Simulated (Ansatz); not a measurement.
# YTlBi2: relaxing a made-up structure, part 2 of 2

Starting from a made-up structure for YTlBi2, the aim is the relaxed cell, its shortest contacts and, where a second run follows, its electronic structure.

Ansatz 0.2.0; DFT, PBE, plane-wave PAW, files of the set soft_1, scalar-relativistic, no spin, cell and ions relaxed at zero pressure; PAW set soft_1 (the session's first sound run).

So far: The starting structure; Relaxation of the guess. The relaxed cell has a = 4.594, c = 11.714 Å (conventional setting).

**3. Electronic structure of the relaxed cell**

A second self-consistent run takes a narrower smearing and the mesh shown in its input; the bands follow along the standard path of the relaxed lattice.

This step: DFT, PBE, plane-wave PAW, files of the set soft_1, scalar-relativistic, no spin, bands and density of states at the relaxed cell; PAW set soft_1 (Ansatz 0.2.0).

input.yaml reads:

```yaml
crystal:
  lattice:
    - [4.5941039837, 0.0, 0.0]
    - [0.0, 4.5941039837, 0.0]
    - [0.0, 0.0, 11.7137307385]
  atoms:
    - { symbol: Bi, position: [0.5, 0.5, 0.5] }
    - { symbol: Bi, position: [0.0, 0.0, 0.5] }
    - { symbol: Bi, position: [0.5, 0.0, 0.2311844002] }
    - { symbol: Bi, position: [0.0, 0.5, 0.7688155998] }
    - { symbol: Tl, position: [0.5, 0.5, 0.0] }
    - { symbol: Tl, position: [0.0, 0.0, 0.0] }
    - { symbol: "Y", position: [0.5, 0.0, 0.7128992505] }
    - { symbol: "Y", position: [0.0, 0.5, 0.2871007495] }
kpoints:
  mp_grid: { grid: [8, 8, 4] }
  band_path:
    path:
      - [[0.0, 0.0, 0.0], [0.0, 0.5, 0.0], [0.5, 0.5, 0.0], [0.0, 0.0, 0.0], [0.0, 0.0, 0.5], [0.0, 0.5, 0.5], [0.5, 0.5, 0.5], [0.0, 0.0, 0.5]]
      - [[0.0, 0.5, 0.0], [0.0, 0.5, 0.5]]
      - [[0.5, 0.5, 0.0], [0.5, 0.5, 0.5]]
    npoints: 8
scf:
  occupations: { method: fermi_dirac, width: 0.03 }
  n_extra_bands: 12
hamiltonian:
  xc: pbe
  pseudopotentials: { kind: paw, azcp: { folder: soft_1 } }
output:
  forces: true
  stress: true
  write_bands: true
  dos: { projected: true }
  write_density: true
  write_potential: true
  elf: true
  volumetric_format: npy
```

On the command line:

```console
$ ansatz run input.yaml --threads 4 --pin off --max-ram 10240MiB --backend cpu --events-out ev --progress --plain --runs-dir out
```

Numbers of over 12 decimals in the logs are rounded to 6 here.

The log of the run:

```text
[...]
Crystal: 8 atoms, lattice volume = 247.228 Å³
Basis set: ecut = 420 eV, 4815 PW (Γ), exchange–correlation on 64×64×160 points (8 copies of the dense FFT grid, shifted against one another)
Bands: 66, of which v1, the nominal top of the filled ones, is band 54 counted from 1 (53 counted from 0)
Symmetry: 16 space group operations
[...]
k-points: 45 of 256
[...]
SCF iter   1: F=—  HF=-80194.892527 eV  |F-HF|=—  |Δ(HF+E_count)|=         —  Δρ=3.72e-2  dr2=4.57e1  ethr=3.10e-3  ⟨swp⟩=6.0  Hψ=10422  notcnv=0
[...]
SCF iter  10: F=-80190.000838 eV  HF=-80190.000838 eV  |F-HF|=4.69e-9  |Δ(HF+E_count)|=   1.72e-8  Δρ=1.63e-6  dr2=1.44e-8  ethr=9.26e-11  ⟨swp⟩=15.5  Hψ=19361  notcnv=0
SCF 1 converged in 10 iterations: F = -80190.000838 eV  dr2 = 1.44e-8
[...]
NSCF: frozen V_eff on 75 k-points
SCF converged after 10 iterations
Free energy (F): -80190.000838 eV
[...]
Internal energy: -80189.985225 eV  (E = F + TS)
E sigma→0 (E₀):  -80189.993032 eV
Entropy (-TS):   -0.015613 eV (-1.952 meV/atom)
Fermi energy:    10.929734 eV
[...]
--- Forces (eV/Å), atoms counted from 1 ---
  atom   1  Bi     0.00000000     0.00000000     0.00000000
  atom   2  Bi     0.00000000     0.00000000    -0.00000000
  atom   3  Bi     0.00000000     0.00000000    -0.00586161
  atom   4  Bi     0.00000000     0.00000000     0.00586161
  atom   5  Tl     0.00000000     0.00000000     0.00000000
  atom   6  Tl     0.00000000     0.00000000     0.00000000
  atom   7  Y      0.00000000     0.00000000    -0.02547224
  atom   8  Y      0.00000000     0.00000000     0.02547224
  max |Σ_I F_I| component: 6.94e-18 eV/Å
--- Stress (GPa, compression-positive) ---
       -0.182205       0.000000       0.000000
        0.000000      -0.182205       0.000000
        0.000000       0.000000       0.331553
  P = ⅓ Tr σ = -0.0110 GPa (-0.110 kbar)
--- Band table (eV; the first three rows and the last of 45) ---
  k-point 0: bands = [... 50 lower, 9.6590, 10.3379, 10.3379, 10.5538, 11.5641, 12.2800, 12.2800, 12.3763, ... 8 higher]
  k-point 1: bands = [... 50 lower, 9.7288, 10.3830, 10.3830, 10.8630, 11.3465, 12.0597, 12.1727, 12.1727, ... 8 higher]
  k-point 2: bands = [... 50 lower, 9.8093, 10.4280, 10.4280, 11.1515, 11.2367, 11.6437, 12.0965, 12.0965, ... 8 higher]
  k-point 44: bands = [... 50 lower, 8.3045, 8.3045, 10.1597, 10.1597, 10.6546, 10.6546, 12.7737, 12.7737, ... 8 higher]
```

The job ended after 16 s (4 threads of Intel Xeon Platinum 8375C at 2.90GHz (Ice Lake), shared host; peak memory 1.3 GiB).

Numbers from this step:

- free energy: -80190.0008 eV
- energy at zero smearing: -80189.9930 eV
- smearing term TS: 0.01561 eV
- Fermi energy: 10.93 eV
- pressure: -0.01095 GPa

From bands.tsv, the bands that come nearest the Fermi level along the path, at its corners, in eV from the Fermi level:

```tsv
point	band 51	band 52	band 53	band 54	band 55	band 56	band 57	band 58
Γ	-1.27	-0.59	-0.59	-0.38	0.63	1.35	1.35	1.45
X	-1.15	-1.15	-0.70	-0.70	0.95	0.95	1.02	1.02
M	-1.79	-1.79	-1.45	-1.45	0.27	0.27	1.91	1.91
Γ	-1.27	-0.59	-0.59	-0.38	0.63	1.35	1.35	1.45
Z	-1.12	-0.50	-0.50	0.22	0.31	0.71	1.17	1.17
R	-1.20	-1.20	-0.66	-0.66	-0.30	-0.30	1.37	1.37
A	-2.63	-2.63	-0.77	-0.77	-0.28	-0.28	1.84	1.84
Z	-1.12	-0.50	-0.50	0.22	0.31	0.71	1.17	1.17
X	-1.15	-1.15	-0.70	-0.70	0.95	0.95	1.02	1.02
R	-1.20	-1.20	-0.66	-0.66	-0.30	-0.30	1.37	1.37
M	-1.79	-1.79	-1.45	-1.45	0.27	0.27	1.91	1.91
A	-2.63	-2.63	-0.77	-0.77	-0.28	-0.28	1.84	1.84
```

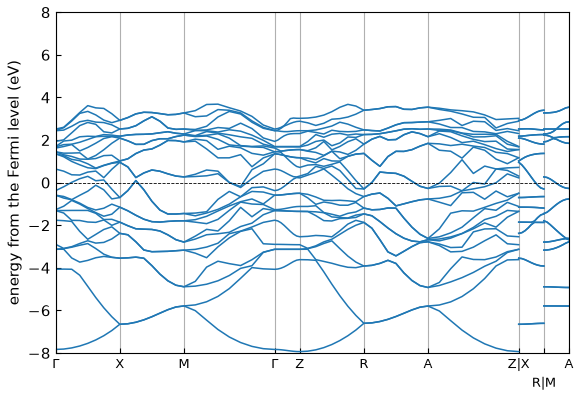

Bands along the path. 42 bands lie wholly below the window drawn.

Counts of states for the cell as run, both spins, by energy window (eV from the Fermi level):

```csv
from,to,total
-8,-7,1.08
-7,-6,1.24
-6,-5,1.09
-5,-4,1.41
-4,-3,4.29
-3,-2,4.69
-2,-1,6.32
-1,0,3.74
0,1,4.32
1,2,6.66
```

Below -8 eV lie 84.0 more states.

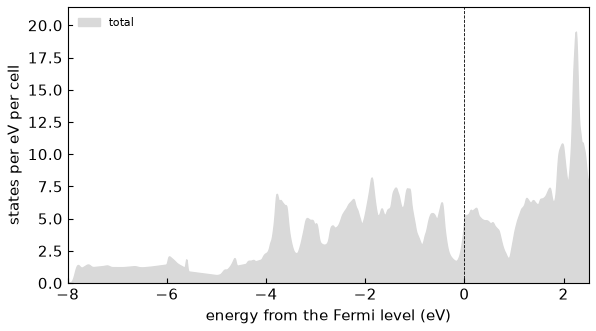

Total density of states, smoothed over about 0.04 eV.

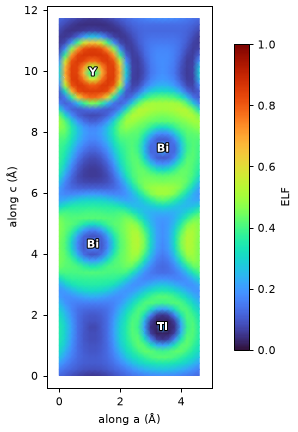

ELF in the ac plane at fractional y = 0.000, with atoms of Bi and Tl and Y within 0.2 Å of it. It is the smooth field of the valence electrons, not physical close to the nuclei. The map starts off the cell's origin, so that atoms lie inside it.

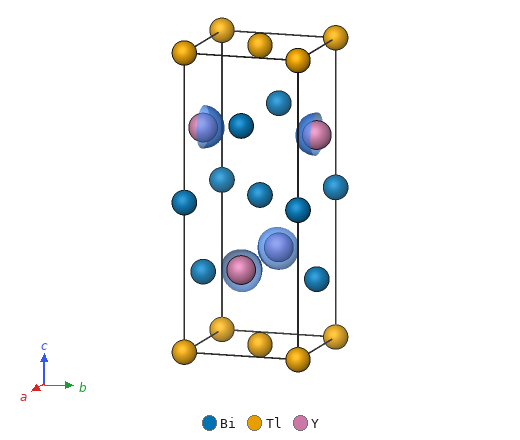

Surface of ELF = 0.79.

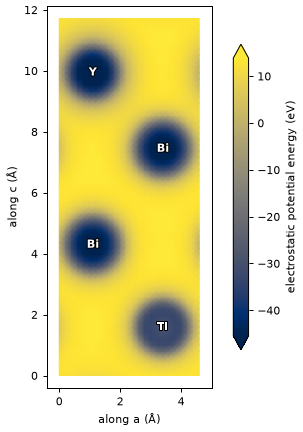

Electrostatic potential energy in the ac plane at fractional y = 0.000, with atoms of Bi and Tl and Y within 0.2 Å of it. With pseudopotentials it is smooth inside the atoms' cores, unlike the true potential. The map starts off the cell's origin, so that atoms lie inside it.

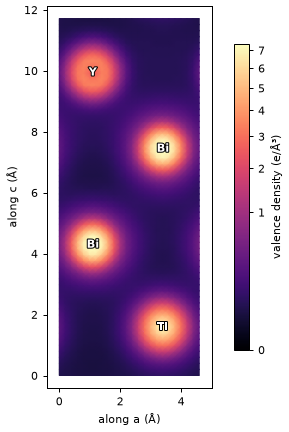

Valence density in the ac plane at fractional y = 0.000, with atoms of Bi and Tl and Y within 0.2 Å of it. It is the smooth field of the valence electrons, not physical close to the nuclei. The map starts off the cell's origin, so that atoms lie inside it. The colour scale is stretched toward low values.

**4. Results**

| Quantity | Value |
| --- | --- |
| space group, relaxed | P4/nmm |
| conventional cell | a = 4.594, b = 4.594, c = 11.714 Å; α = 90.0°, β = 90.0°, γ = 90.0° |
| volume per atom | 30.90 Å³ (guess 30.73) |

YTlBi2 relaxes to P4/nmm with a = 4.594, b = 4.594 and c = 11.714 Å. The guessed volume was near the relaxed one. The space group P4/nmm was held in the relaxation, so the end point is a stationary structure within it and may be a saddle against distortions or other arrangements. Bands cross the Fermi level, so it is a metal or semimetal at this level. On the 8×8×4 mesh with the narrower smearing (relaxed on 6×6×3) the largest force component is 0.025 eV/Å and the largest stress component is 0.332 GPa, against the relaxation's thresholds of 0.015 eV/Å and 0.05 GPa. The cutoff wasn't tested. Spin-orbit coupling is left out, which can matter for elements this heavy. No dispersion term is used, so weakly bound directions may come out too long. Nothing here tests whether the compound is stable against decomposition.

[Logs are printed without paths, hosts, clocks, repeated set-up lines and the standing remarks that a program may print on its own settings, such as how far it seeks lower states.]

[Hosts, paths, dates, database ids (printed as entryN), source tags and the programs' standing remarks are cut or masked in the printed files.]
